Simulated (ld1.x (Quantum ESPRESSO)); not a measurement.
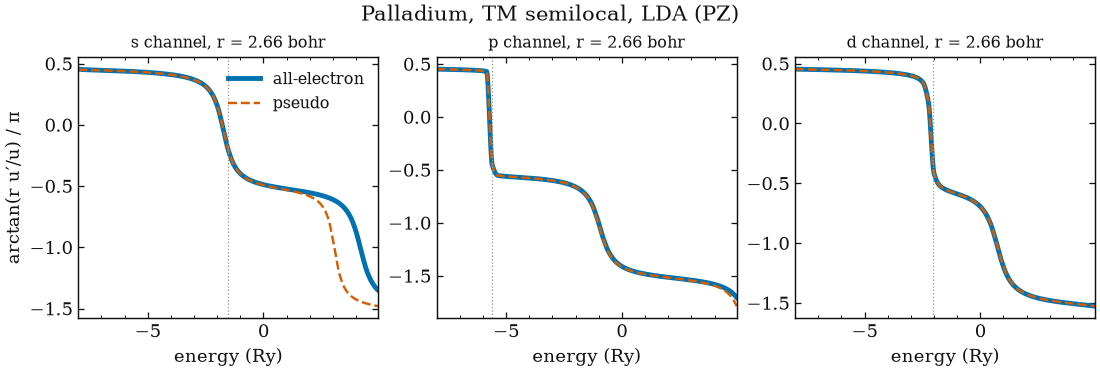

Unwrapped phase arctan(r u′/u) in units of π against energy, all-electron (solid) and pseudo (dashed); the pseudo phase is matched to the all-electron one at the reference energy. Here u = r R(r). A near-vertical step is a level narrower than the spacing of the points behind the curves. The dotted line marks the reference energy of the channel.

| Quantity | Value |
| --- | --- |
| Element | palladium |
| Generator | ld1.x (Quantum ESPRESSO) 7.5 |
| Type | norm-conserving Troullier–Martins (semilocal form) |
| Functional | LDA (PZ) |
| Relativity | scalar-relativistic |
| Frozen core | [Ar] 3d10 4s2 |
| Valence charge | 16 |
| Reference configuration | 4p6 4d8 5s0 5p0 (charge +2) |
| Partial waves | 5s (bound, empty): rc 2.45 bohr; 4p (bound): rc 1.20 bohr; 4d (bound): rc 1.55 bohr |
| Local potential | the d channel |
| Core correction | none |

> Is there a sign of a ghost state?

Going away from the reference energies, the phases part by more than π/2 in: s at about 3.2 Ry (above its reference energy, pseudo phase lower). Such a step is either a state that only one of the two atoms has or an ordinary level shifted in energy. The separate test gives: no ghost state below the valence levels in the s, p, d channels.

> Over which energies does the pseudo-atom scatter like the all-electron atom (phases within 0.05 rad)?

s: up to about 1.6 Ry; p: up to about 4.2 Ry; d: over the whole range drawn.
